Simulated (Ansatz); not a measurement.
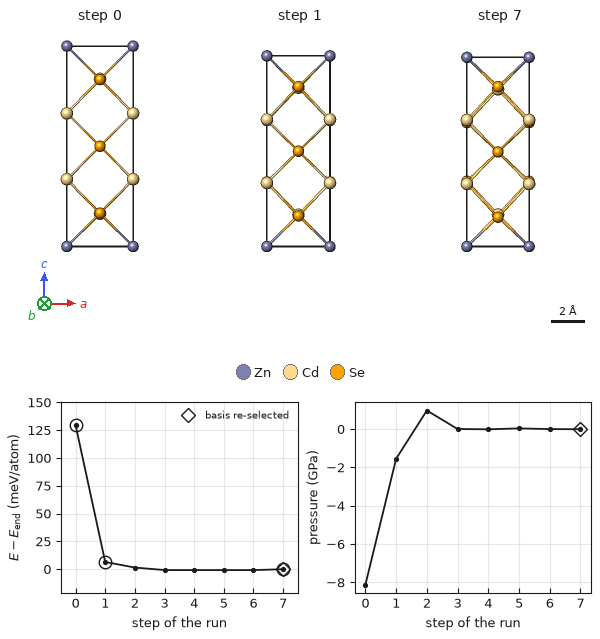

Frames of a relaxation of solid ZnCd$_{2}$Se$_{3}$ (built on the NaPr2Se3-71 type type), marked on the history of the run. The picture is a ball-and-stick view of the conventional cell (2 times the calculation's cell), seen along the b axis. Lengths and directions refer to the drawn axes.

Level of theory: DFT, PBEsol, plane waves, PAW in Ansatz 0.2.0.

The input:
```yaml
crystal:
  lattice:
    - [-2.05605417, 2.91147392, 6.2299113]
    - [2.05605417, -2.91147392, 6.2299113]
    - [2.05605417, 2.91147392, -6.2299113]
  atoms:
    - { symbol: Zn, position: [0.0, 0.0, 0.0] }
    - { symbol: Cd, position: [0.66414426, 0.66414426, 0.0] }
    - { symbol: Cd, position: [0.33585574, 0.33585574, 0.0] }
    - { symbol: Se, position: [0.5, 0.0, 0.5] }
    - { symbol: Se, position: [0.16675615, 0.66675615, 0.5] }
    - { symbol: Se, position: [0.83324385, 0.33324385, 0.5] }
kpoints:
  mp_grid: { grid: [6, 6, 6] }
hamiltonian:
  xc: pbesol
scf:
  occupations: { method: fermi_dirac, width: 0.03 }
relax:
  f_tol: 0.01
  cell: {}
  max_steps: 120
```

Run as
```bash
ansatz run input.yaml --threads 2 --pin off --max-ram 2211MiB --backend cpu --events-out ev --progress --plain --runs-dir out
```

Question: What happens along the run?

Answer: Over 6 accepted moves (7 points after the start) the energy falls by 130 meV per atom. Largest force component: 0.4 eV/Å at the start, 0.001 eV/Å at the end. Pressure: −8.11 GPa at the start and −0.01 GPa at the end. The SCF was repeated once at an unchanged geometry on a basis and grid sized afresh for the cell, which shifted the energy by 0.8 meV per atom at most. The largest moves relative to the cell, 0.14 Å, are those of Se5 and Se6. Se6 goes along +c. Largest moves by element: Se 0.14 Å, Cd 0.06 Å. Zn stays in place. The drawn cell changes as follows: a 4.112 → 3.866 Å (−6.0 %), b 5.823 → 5.536 Å (−4.9 %), c 12.460 → 11.759 Å (−5.6 %); the volume changes by −15.6 %. Near-neighbour distances that change, for instance: Zn1–Se5 2.923 → 2.655 Å, Zn1–Se4 2.911 → 2.768 Å, Cd2–Se5 2.912 → 2.773 Å, Cd2–Se4 2.900 → 2.774 Å. Among the angles between lasting bonds that change: Se6–Cd3–Se6 178.7° → 173.0°, Cd3–Se6–Cd3 178.7° → 173.0°, Zn1–Se6–Zn1 89.4° → 93.5°. The space group stays Immm (No. 71). The run took 92 s on 2 threads of Arm Neoverse V2 (shared host), peak memory 0.65 GiB. From step 0 to 1: Se atoms move most (0.07 Å), volume −13.6 %, energy −123 meV per atom. From step 1 to 7: Se atoms move most (0.07 Å), volume −2.4 %, energy −6.5 meV per atom.

| step | E − E(0), meV/atom | largest force component, eV/Å | pressure, GPa | volume, Å³/atom | note |
| --- | --- | --- | --- | --- | --- |
| 0 | 0.00 | 0.3960 | -8.11 | 24.862 |  |
| 1 | -123.21 | 0.3372 | -1.54 | 21.491 |  |
| 2 | -128.21 | 0.2304 | 0.97 | 20.707 |  |
| 3 | -130.46 | 0.0064 | 0.01 | 20.974 |  |
| 4 | -130.51 | 0.0005 | -0.01 | 20.979 |  |
| 5 | -130.52 | 0.0080 | 0.04 | 20.965 |  |
| 6 | -130.52 | 0.0009 | 0.00 | 20.976 |  |
| 7 | -129.72 | 0.0010 | -0.01 | 20.976 | same geometry, new basis |
